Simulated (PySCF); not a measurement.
**RuOH₂: relaxation and vibrations of the singlet**

Aim: relax RuOH₂ as a singlet from a PBE0 minimum start, check by its vibrations whether the end is a minimum, and collect its spectrum and constants.

Computed with PySCF 2.14.0. Level: PBE0, basis Ru def2-TZVP with ECP28, O def2-TZVP, H def2-TZVP, scalar-relativistic core potentials, no spin–orbit coupling, density fitting.

### 1 The starting structure

4 atoms, charge 0, spin multiplicity 1.

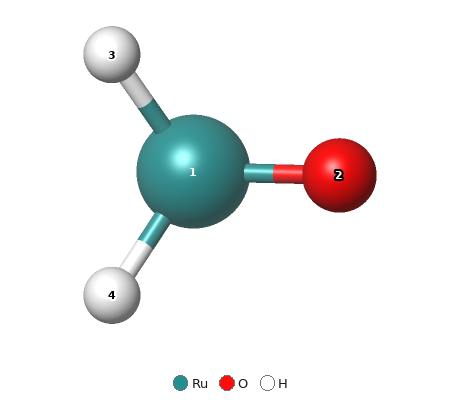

The starting geometry (ruthenium teal, oxygen red, hydrogen white); atoms are numbered from 1 in the order of the file.

```xyz
4
charge 0 multiplicity 1
Ru    0.0000   -0.0578   -0.1962
O     0.0000    0.3124    1.3776
H     1.2711    0.4422   -1.0150
H    -1.2711    0.4422   -1.0150
```

### 2 The SCF at the typed geometry

One driver script runs all steps and calls PySCF; scf.py shows how it sets up the SCF of each step. The optimiser is the driver's own. After this first run the driver tries any further starts and a stability analysis.

scf.py

```python
from pyscf import gto, scf, dft
mol = gto.M(atom='''
Ru     0.000000    -0.057782    -0.196154
O      0.000000     0.312411     1.377610
H      1.271068     0.442180    -1.014975
H     -1.271068     0.442180    -1.014975''',
    basis={'Ru': 'def2-TZVP', 'O': 'def2-TZVP', 'H': 'def2-TZVP'},
    ecp={'Ru': 'def2-TZVP'},
    charge=0, spin=0)
mf = dft.RKS(mol, xc='PBE0')
mf.grids.atom_grid = (50, 194)
aux = {'Ru': 'def2-universal-JKFIT', 'O': 'def2-universal-JKFIT', 'H': 'def2-universal-JKFIT'}
mf = mf.density_fit(auxbasis=aux)
mf.conv_tol = 1e-08
mf.diis_space = 10
mf.max_cycle = 60
mf.init_guess = 'minao'
mf.verbose = 4
mf.kernel()
```

Started as:

```
$ OMP_NUM_THREADS=2 python axn.py task.json out
```

The runs that follow: Relaxing the singlet from the PBE0 minimum start; Frequencies; A spin-polarised start; Vibrations and properties at this point.

Q: Predict the outcome of this session. Wanted: minimum; geometry; wavenumbers; dipole moment; highest occupied, lowest empty level; polar-tensor charge of Ru1; zero-point energy; atomisation energy; ⟨S²⟩.

The runs gave:

```
                                          quantity                                                              value
                                           minimum                                       broken-symmetry (Ms = 0), Cs
                                          geometry  Ru–H 1.571 Å (×2), Ru–O 1.652 Å; H–Ru–H 86.3°, H–Ru–O 106.5° (×2)
                                wavenumbers (cm⁻¹)                                    503, 605, 661, 1015, 2135, 2182
                                     dipole moment                                                             2.95 D
highest occupied, lowest empty level (either spin)                                                    -6.94, -3.20 eV
                        polar-tensor charge of Ru1                                                            +0.91 e
                                 zero-point energy                                                        42.5 kJ/mol
                               entropy at 298.15 K                                                    260.6 J/(mol K)
         atomisation energy (no zero-point energy)                                                         984 kJ/mol
                                              ⟨S²⟩                                                              0.983
```

The PBE0 minimum start keeps its Cs symmetry and ends in a minimum. The determinant is spin-contaminated (⟨S²⟩ = 0.98 against 0.00), so it is no pure spin state. The strongest infrared band lies at 1015 cm⁻¹ (stretch). Other starts or spin states, not run here, may lie lower. The SCF density has lower symmetry than the nuclear frame.
